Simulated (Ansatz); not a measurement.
Ta$_{3}$Cr

Input

```
crystal:
  lattice:
    - [4.1016440954, 0.0, 0.0]
    - [0.0, 4.1016440954, 0.0]
    - [0.0, 0.0, 4.1016440954]
  atoms:
    - { symbol: Ta, position: [0.0, 0.5, 0.5] }
    - { symbol: Ta, position: [0.5, 0.0, 0.5] }
    - { symbol: Ta, position: [0.5, 0.5, 0.0] }
    - { symbol: Cr, position: [0.0, 0.0, 0.0] }
basis:
  ecutwfc: 420
kpoints:
  mp_grid: { grid: [12, 12, 12] }
hamiltonian:
  xc: pbe
scf:
  occupations: { method: gaussian, width: 0.1 }
output:
  forces: true
  stress: true
  eigenvalues: true
  write_density: true
  write_potential: true
  elf: true
  volumetric_format: npy
relax:
  adjacent_minimum: "off"
  f_tol: 0.01
  max_steps: 80
  cell: { stress_tol: 0.05 }
```

Command:

```sh
ansatz run input.yaml --threads 1 --pin off --max-ram 2560MiB --backend cpu --events-out ev --progress --plain --runs-dir out
```

Below, planes, directions and counts refer to the conventional cell (a = 4.10 Å, b = 4.10 Å, c = 4.10 Å, α = 90.00°, β = 90.00°, γ = 90.00°).

The fields are those of the relaxed geometry.

Space group Pm-3m; started from the Cu3Au (L1_2)_221 prototype, which need not be the ambient phase; computed without spin polarisation.

Computed with DFT PBE, scalar-relativistic, plane waves, PAW in Ansatz.

**What will maps of the valence pseudo-density and electron localisation function show?**

Ta–Cr (2.90 Å): ρ is about 0.26 e/Å³ halfway; the ELF is about 0.30 at the midpoint.

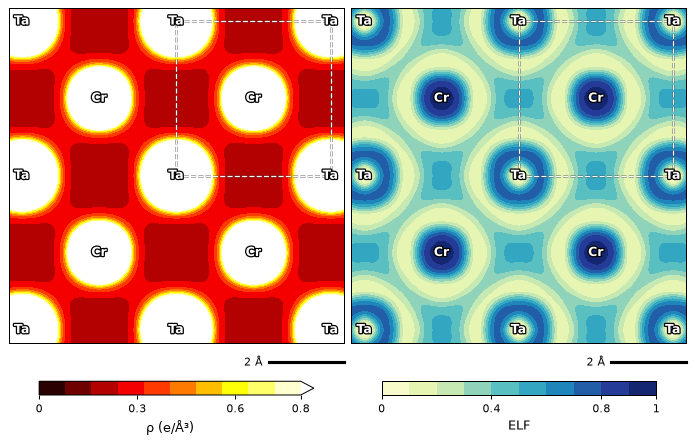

Computed valence pseudo-density and electron localisation function on the (010) plane of the conventional cell, in this order. 

The density is the valence pseudo-density of a PAW calculation; it isn't the true density close to the nuclei.
